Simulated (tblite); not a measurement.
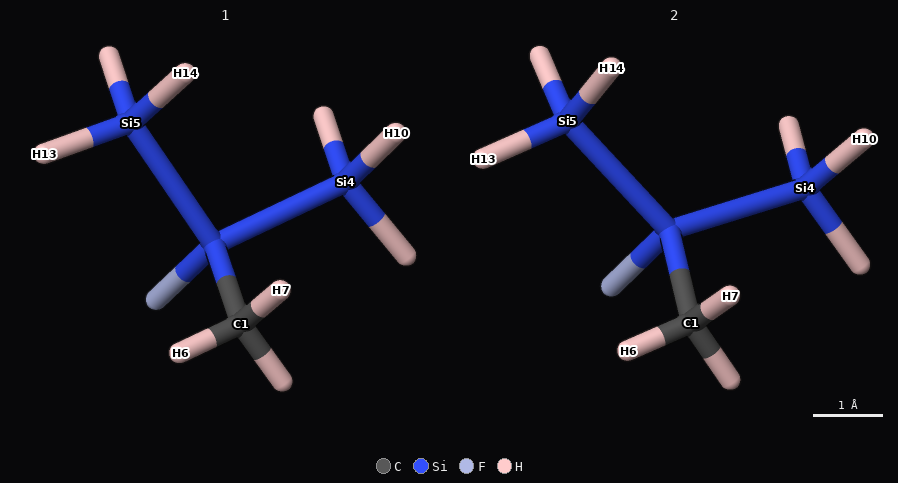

Two geometries of CH9FSi3, drawn at one scale. One is the start of a relaxation, the other its converged end. A stick model, seen at a tilt.

Computed with GFN2-xTB geometry optimisation, gas phase (tblite 0.8.0). 

**Which geometry has the lower energy?**

Structure 2 is the relaxed one. After 57 geometry steps the energy has fallen by 5.33 kcal/mol. The atom that moves furthest after the best rigid fit is an H atom (0.36 Å). Largest moves by element: H 0.36 Å, Si 0.24 Å, F 0.22 Å, C 0.03 Å. Some distances before and after: C–Si 1.839 → 1.910 Å, H–Si 1.498 → 1.467 Å, Si–Si 2.296 → 2.324 Å, F–Si 1.616 → 1.641 Å. Bond angles that change, for instance: Si–Si–Si 105.4° → 121.4°, F–Si–Si 111.9° → 105.1°, C–Si–F 108.3° → 102.3°. Cost: 0.39 s on 1 thread of Arm Neoverse V1, on a shared host.
